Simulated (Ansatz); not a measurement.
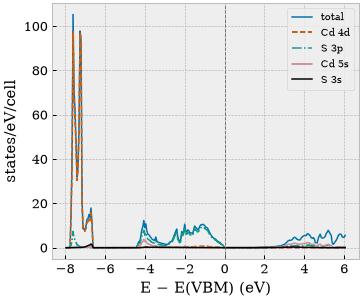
Figure: Total and projected density of states of CdS in space group P6_3mc (No. 186; Cd on 2a, Cd on 2b, S on 2a, S on 2b), PBEsol in the plane-wave PAW code Ansatz

Which orbitals carry the states next to the gap?

Top 1 eV of the valence band: S 3p 89 %, Cd 4d 7 %. Bottom 1 eV of the conduction band: Cd 5s 55 %, S 3p 21 %, S 3s 21 %. Projections are on Löwdin-orthogonalised atomic valence shells; empty p or d shells of many metals are not among them.

Where is the tallest occupied peak in this window, and what makes it?

Near -7.6 eV, about 110 states/eV per cell; the largest projected share is Cd 4d.

The cell is a constructed one: a structure type filled with these elements. Its sites differ from those of the usual phase in this space group: another stacking or structure type. The cell was relaxed with PBEsol under the symmetry of its start; whether a distortion lowers the energy is not shown. Scalar-relativistic: spin–orbit coupling is off unless named, which matters more the heavier the elements.

Potentials: the later of the program's two PAW sets.
